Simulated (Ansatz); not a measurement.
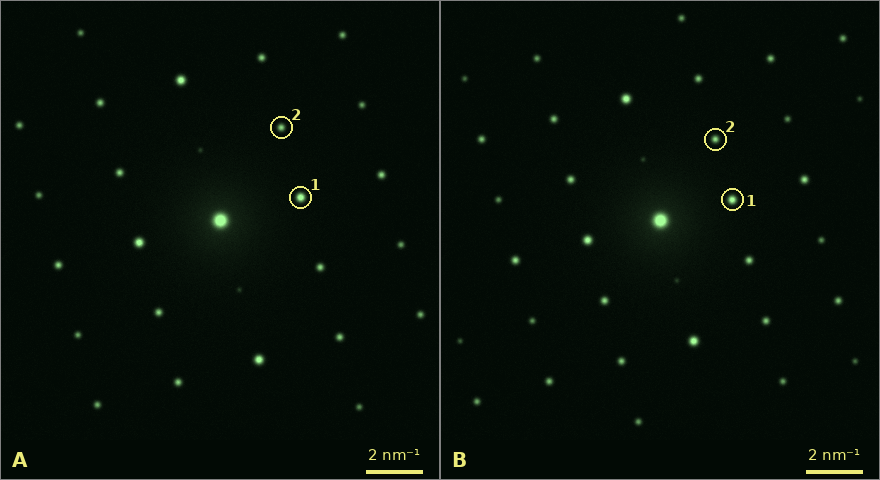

Kinematic electron diffraction patterns (120 kV, B = 0.5 Å², same scale) along [011] of the run's own cell, for the start and the end of one relaxation of CsCaF4 with DFT, PAW plane waves, pbe (Ansatz 0.2.0). k mesh 8×8×5. The start is a generated model structure, and the relaxation ends in the nearest stationary point of its symmetry, not necessarily the ground state. Spot 1 is 0 -1 1 and spot 2 is 1 -1 1 in both.

Start structure:

```
Cs Ca F
1.0
     3.85642    0.00000    0.00000
     0.00000    3.85642    0.00000
     0.00000    0.00000    6.64706
Cs Ca F
1 1 4
Direct
  0.50000 0.50000 0.50000
  0.00000 0.00000 0.00000
  0.50000 0.00000 0.00000
  0.00000 0.50000 0.00000
  0.00000 0.00000 0.27700
  0.00000 0.00000 0.72300
```

### Which pattern belongs to the start structure, and which to the relaxed one?

A is the start: its cell gives d(1) = 3.336 Å, d(2) = 2.523 Å and an angle of 40.9°. B is the relaxed structure, with d(1) = 3.729 Å (+11.8 %), d(2) = 2.858 Å (+13.3 %) and 40.0°.

### What did the relaxation do to the structure and the energy?

The volume changed by +36.9 % to 22.55 Å³ an atom; with the mean shift removed, the atoms moved by up to 0.37 Å relative to the cell (F most); the space group stayed P4/mmm (No. 123); the free energy fell by 680 meV an atom. Relaxed cell: a = 4.451 Å, b = 4.451 Å, c = 6.831 Å, α = 90.00°, β = 90.00°, γ = 90.00°.
